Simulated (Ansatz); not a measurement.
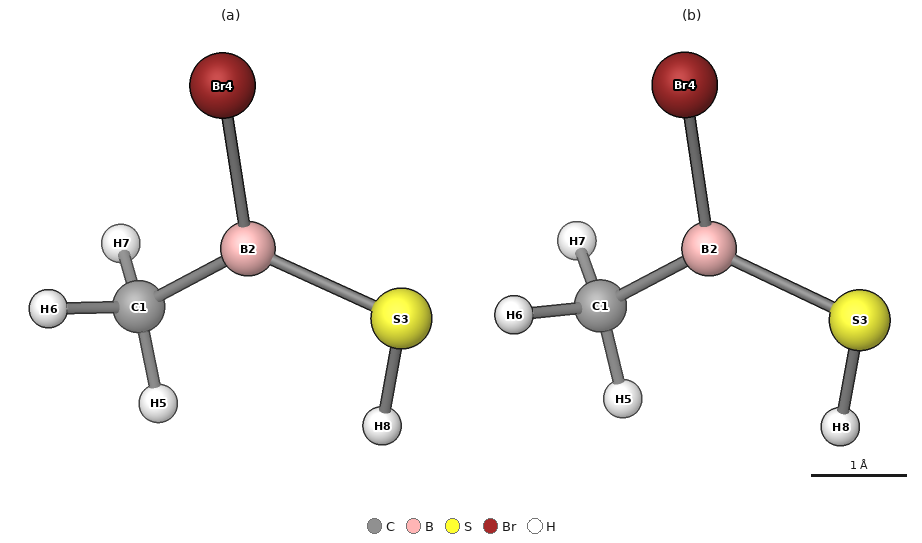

The structure of CH4BBrS before (left) and after (right) a relaxation, at one scale.

The picture is a ball-and-stick view, seen at a tilt.

The start comes from PBE-D4/def2-SVP.

Computed with Ansatz 0.2.0, RKS PBE0-D4/def2-TZVP. Settings: force threshold 0.005 eV/Å; at most 150 steps.

**Describe what moved and what it gained.**

The atom that moves furthest after the best rigid fit is H6 (0.084 Å). By element the largest moves are H 0.084 Å, Br 0.053 Å, S 0.036 Å, B 0.017 Å, C 0.012 Å. Near-neighbour distances that change, for instance: S3–H8 1.365 → 1.345 Å, C1–H5 1.108 → 1.091 Å, B2–S3 1.799 → 1.785 Å, C1–B2 1.569 → 1.556 Å. Over 10 geometry steps the energy falls by 2.41 kJ/mol. The largest force component goes from 0.53 to 0.0024 eV/Å. The run took about 30 s of wall time on a shared GPU.
